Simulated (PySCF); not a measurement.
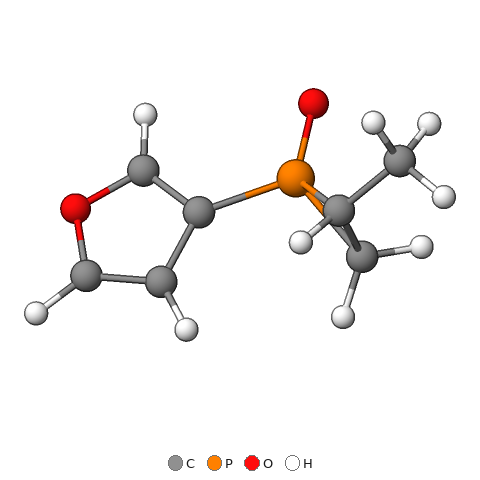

Geometry used (C₇H₉O₂P, SMILES C[C@@H]1C[P@@]1(=O)c1ccoc1).

Simulated rotational absorption lines between 2 and 20 GHz at 1.5 K: rigid rotor with the equilibrium constants and dipole of one optimised conformer (PBE0-D3(BJ)/def2-SVP, PySCF 2.14.0), commonest isotopes; no centrifugal distortion, hyperfine structure, internal rotation or nuclear-spin weights; lines within 1 MHz of each other are summed. Lines of different type are drawn apart.

Question: What are the rotational constants, and what kind of rotor is it?

Answer: Rotational constants A, B, C = 2.654, 0.7302, 0.6371 GHz; Ray's κ = −0.91, a near-prolate asymmetric top.

Question: Which dipole components drive the lines?

Answer:
|μa|, |μb|, |μc| = 0.98, 3.91, 0.03 D; b-type lines carry 95 % of the intensity in this range.

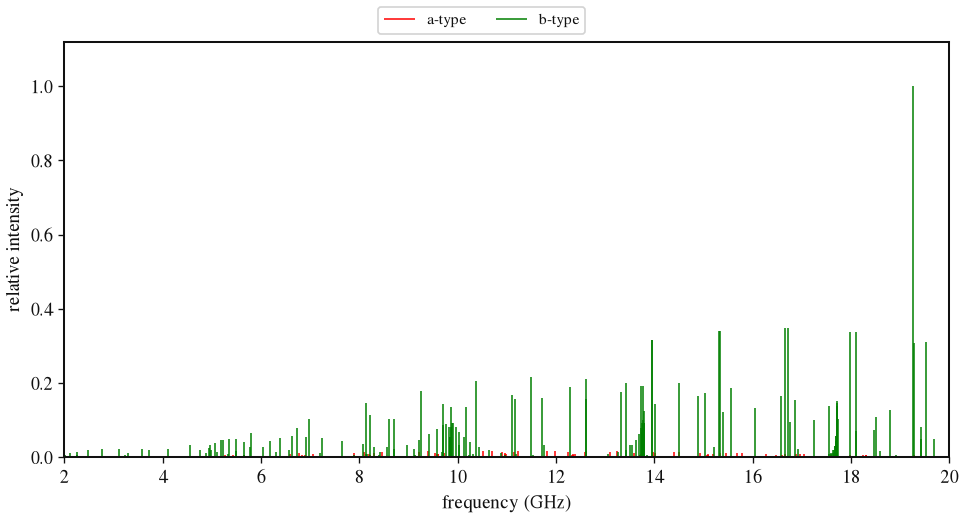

Caveats: coarse grid, loose stop and no frequency check, small forces are noise and the end may be a saddle.
